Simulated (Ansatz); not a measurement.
F3H3NOTa···HF

The calculation's input:

```
crystal:
  periodic: [false, false, false]
  atoms:
    - { symbol: Ta, position_ang: [0.0, 0.0, 0.0] }
    - { symbol: "N", position_ang: [2.51, 0.0, 0.0] }
    - { symbol: H, position_ang: [3.04, -0.5118, 0.762] }
    - { symbol: H, position_ang: [3.04, 0.5118, -0.762] }
    - { symbol: F, position_ang: [0.0, 0.0, 1.93] }
    - { symbol: F, position_ang: [0.0, 0.0, -1.93] }
    - { symbol: F, position_ang: [-0.965, 1.6714, 0.0] }
    - { symbol: O, position_ang: [-1.01, -1.7493, 0.0] }
    - { symbol: H, position_ang: [-1.6563, -1.7655, 0.776] }
    - { symbol: F, position_ang: [0.7032, -1.7912, 1.127] }
    - { symbol: H, position_ang: [1.9054, -1.1844, 0.7452] }
basis:
  gaussian: { orbitals: def2-SVP }
hamiltonian:
  xc: b3lyp
  dispersion: d4
relax:
  f_tol: 0.15
  max_steps: 25
  restrain:
    - { distance: [0, 9], at: 3.13, k: 30.0 }
    - { distance: [10, 1], at: 2.26, k: 30.0 }
    - { distance: [0, 1], at: 2.16, k: 30.0 }
    - { distance: [10, 9], at: 0.92, k: 30.0 }
output:
  orbitals: {}
```

Run with:

```sh
ansatz run input.yaml --threads 4 --pin off --max-ram 5120MiB --backend cpu --events-out ev --progress --plain --runs-dir out
```

The fields are those of the run's last geometry, not of the input's.

Core potentials replace the inner electrons of Ta; not at a stationary point (largest force 1.7 eV/Å).

The calculation used RKS B3LYP-D4/def2-SVP (Ansatz 0.2.0).

Question: Predict the electron density and electron localisation function between the atoms.

Answer: N2···H11 (2.25 Å): the density falls to about 0.12 e/Å³ on the way; the ELF dips to about 0.10 between them: by its geometry a hydrogen bond between the two molecules, with no shared pair.
Ta–F (1.87 Å): ρ at the midpoint is about 1 e/Å³; the ELF peaks at about 0.85 in the valence shell of F, 0.5 Å from its nucleus, and drops to about 0.20 between the two atoms.
Ta–O (1.88 Å): ρ at the midpoint is about 1.1 e/Å³; the ELF peaks at about 0.85 in the valence shell of O, 0.6 Å from its nucleus, and drops to about 0.25 between the two atoms.
Ta–N (2.11 Å): ρ at the midpoint is about 0.75 e/Å³; the ELF peaks at about 0.90 in the valence shell of N, 0.7 Å from its nucleus, and is about 0.35 at the midpoint.

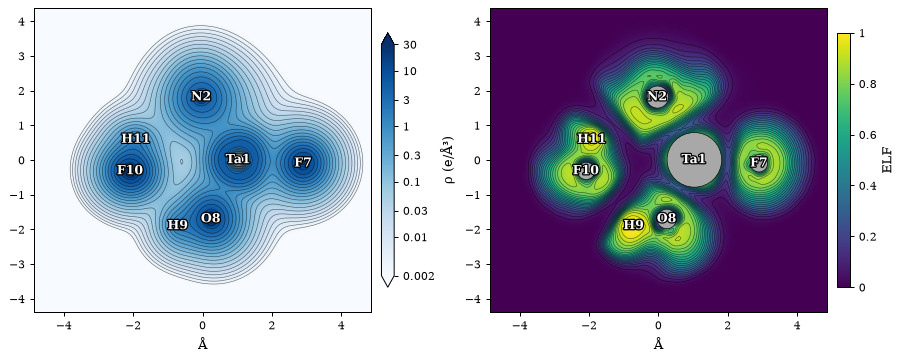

Computed electron density and electron localisation function on the plane of atoms Ta1, O8 and H9, in this order. Grey discs cover the atomic cores in the ELF map. 
